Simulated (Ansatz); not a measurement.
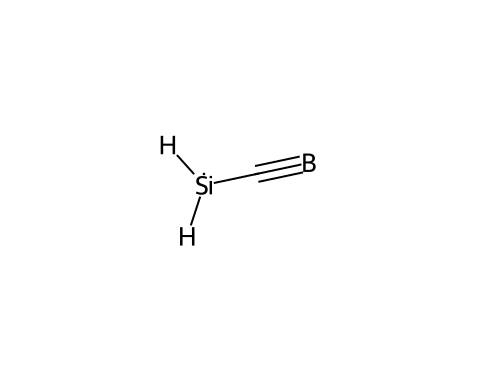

A structural formula. The species is neutral and a spin doublet.

Transcribe the drawing into SMILES.

B#C[SiH2]

Give the formula, hydrogens included.

CH2BSi.

An optimisation with PBE0-D4/def2-TZVP gave a structure of which point group?

C2v.

The parts below concern this one geometry. Atoms keep their numbers from picture to picture. Computed geometry: PBE0-D4/def2-TZVP optimisation. No frequency run is at hand to confirm it as a minimum.

### Geometry

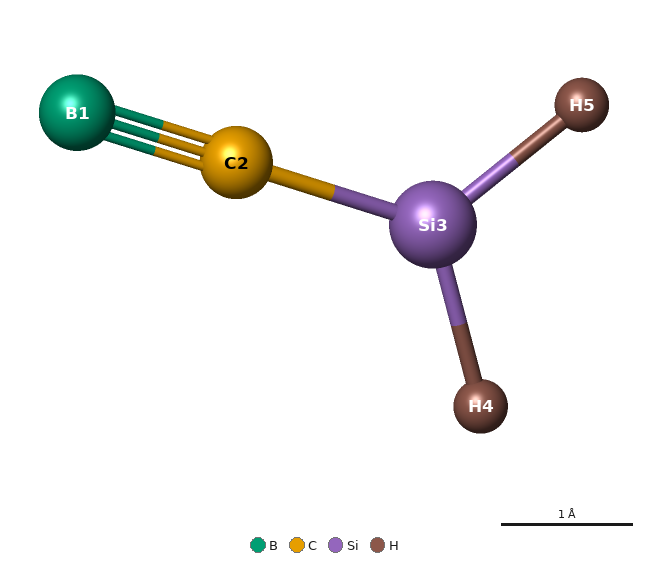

Numbered structure. No frequency run is at hand to confirm it as a minimum.

List the bonds and their lengths.

```json
{"bond": "B1–C2", "length (Å)": "1.354", "order": "triple"}
{"bond": "C2–Si3", "length (Å)": "1.676", "order": "single"}
{"bond": "Si3–H4", "length (Å)": "1.482", "order": "single"}
{"bond": "Si3–H5", "length (Å)": "1.482", "order": "single"}
```

### Electronic properties

No frequency run is at hand to confirm it as a minimum. Method: UKS PBE0-D4/def2-TZVPP (Ansatz 0.2.0).

What is the HOMO energy (Kohn–Sham orbital)?

−6.68 eV.

What is the ⟨S²⟩ of the determinant?

0.785.

### Dipole moment

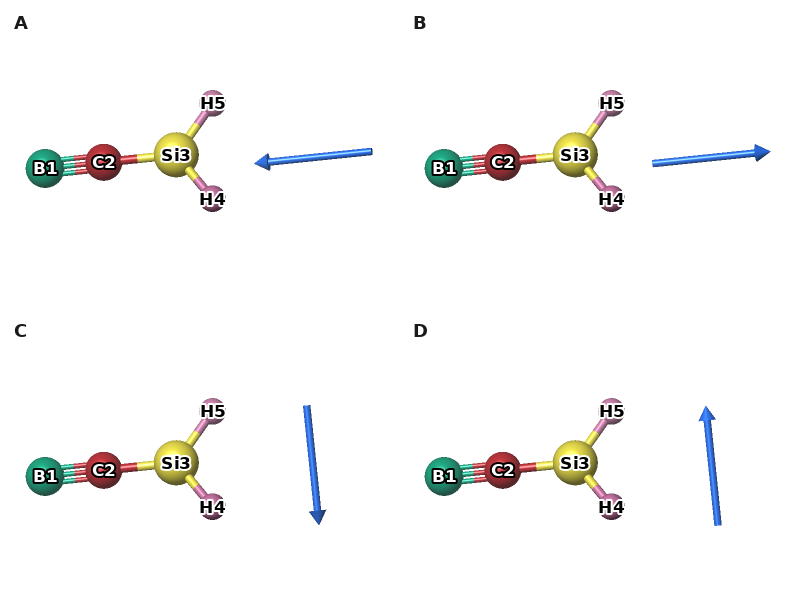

The same molecule four times, each with an arrow. No frequency run is at hand to confirm it as a minimum. Method: UKS PBE0-D4/def2-TZVP (Ansatz 0.2.0).

Which arrow points along the dipole moment, from the negative to the positive end?

B. The dipole moment is 2.07 D; it points from the side of B1 to the side of H4, H5 (the outermost atoms at the two ends).

### Charges

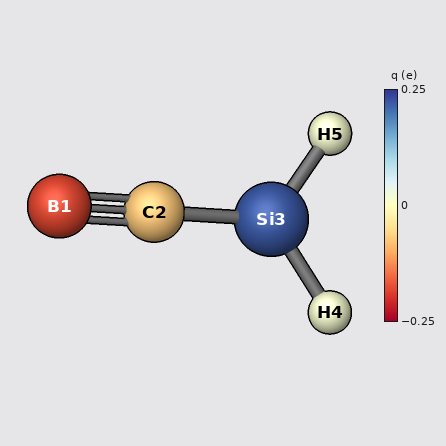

Atoms are coloured by their Mulliken charges. No frequency run is at hand to confirm it as a minimum. Method: UKS PBE0-D4/def2-TZVP (Ansatz 0.2.0).

List the Mulliken charges.

```tsv
atom	value (e)
B1	−0.18
C2	−0.07
Si3	0.22
H4	0.02
H5	0.02
```

Mulliken values depend strongly on the basis set and can even reverse the polarity of a bond.
